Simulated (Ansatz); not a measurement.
Fields on a plane of PbTe (rock salt)

```
CELL_PARAMETERS angstrom
      0.00000     3.28451     3.28451
      3.28451     0.00000     3.28451
      3.28451     3.28451     0.00000
ATOMIC_POSITIONS crystal
  Te 0.00000 0.00000 0.00000
  Pb 0.50000 0.50000 0.50000
```

The slice is a {100} plane (indices of the conventional cell) through the point (0.000, 0.000, 0.000) (fractional), spanned by u = [100] and v = [0 1 -1] in vectors of this cell: u (4.64 Å) and v (4.64 Å, at 90° to u). It covers one period; positions are fractions (u, v).

Atoms on it: Te at (0.00, 0.00); Pb at (0.50, 0.50).

Computed with PBE (plane waves to 420 eV, PAW, scalar-relativistic; Ansatz, a program for electronic structure). k mesh 9×9×9. Near the nuclei the fields are pseudised (PAW); where an atom keeps semicore shells as valence, they peak there. PbTe was relaxed with its symmetry unable to fall. Spin-orbit coupling is left out, though Pb and Te are heavy.

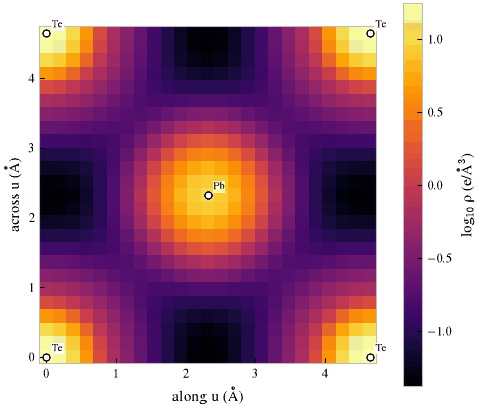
Log₁₀ of the valence density in e/Å³, one period of the plane, atoms marked. The scale is logarithmic, as a density can span decades between atoms and voids.

```
|xxx:*#@@%=.   .=%@@#*:xx|
|xx.=*%@@#-.   .-#@@%*=.x|
|::=*#%@%+:.   .:+%@%#*=:|
|+**#%@@*-:.....:-*@@%#**|
|##%%@@#=-:-----:-=#@@%%#|
|@@@@@#=---=====---=#@@@@|
|@@@%*=---=+++++=---=*%@@|
|%%#+----=+*+++*+=----+#%|
|+=-:::-=++=-:-=++=-:::-=|
|.....-=+*=.xxx.=*+=-....|
|    .-=++-xxxxx-++=-.   |
|    .-=++:xxxxx:++=-.   |
|    .-=++-xxxxx-++=-.   |
|.....-=+*=.xxx.=*+=-....|
|+=-:::-=++=-:-=++=-:::-=|
|%%#+----=+*+++*+=----+#%|
|@@@%*=---=+++++=---=*%@@|
|@@@@@#=---=====---=#@@@@|
|##%%@@#=-:-----:-=#@@%%#|
|+**#%@@*-:.....:-*@@%#**|
|::=*#%@%+:.   .:+%@%#*=:|
|xx.=*%@@#-.   .-#@@%*=.x|
|xxx:*#@@%=.   .=%@@#*:xx|
|xxx:+#@@%+.   .+%@@#+:xx|
```
Scale: ten equal steps from 0.06 (start of ' ') to 0.68 (end of '@'), in the order ' .:-=+*#%@'. Values: electron localisation function (ELF). The map has 24 points along u (one character each, u = 0 at the left) and 24 along v (v = 0 in the bottom row). Points within 0.5 Å of a nucleus are blanked (x), as the pseudised field means little there.

Density on the Te–Pb line (3.28 Å) at its density minimum, 1.7 Å from Te: 0.18 e/Å³
ELF at that point: 0.3
ELF maximum in the middle third of the Te–Pb line: 0.66, 1.3 Å from Te
